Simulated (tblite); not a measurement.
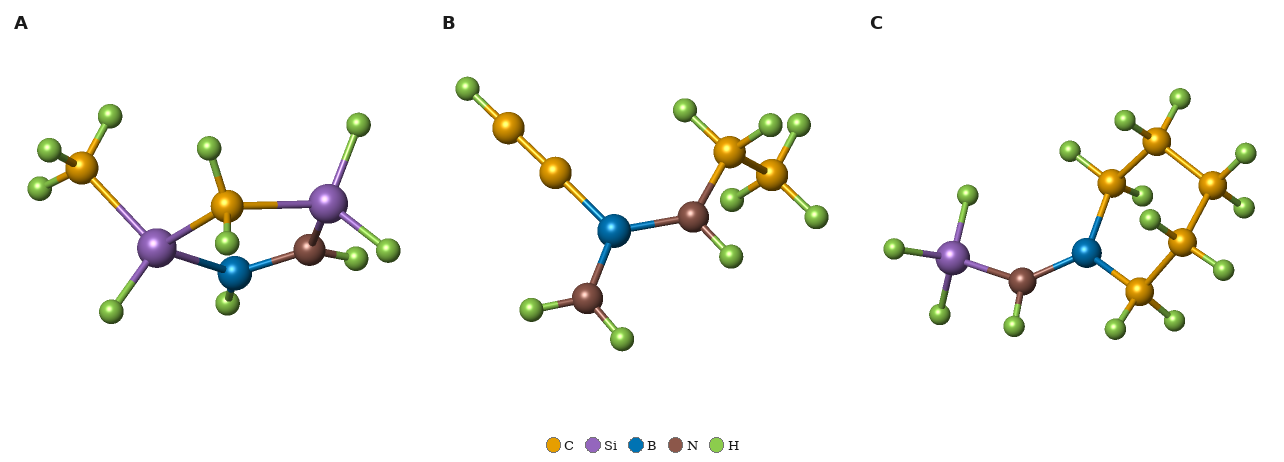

The picture comes from a calculation with tblite.

> Match each picture to its SMILES.
(1) [SiH3]NB1CCCCC1
(2) C[Si@H]1BN[SiH2]C1
(3) C#CB(N)NCC

A is (2), B is (3), C is (1).
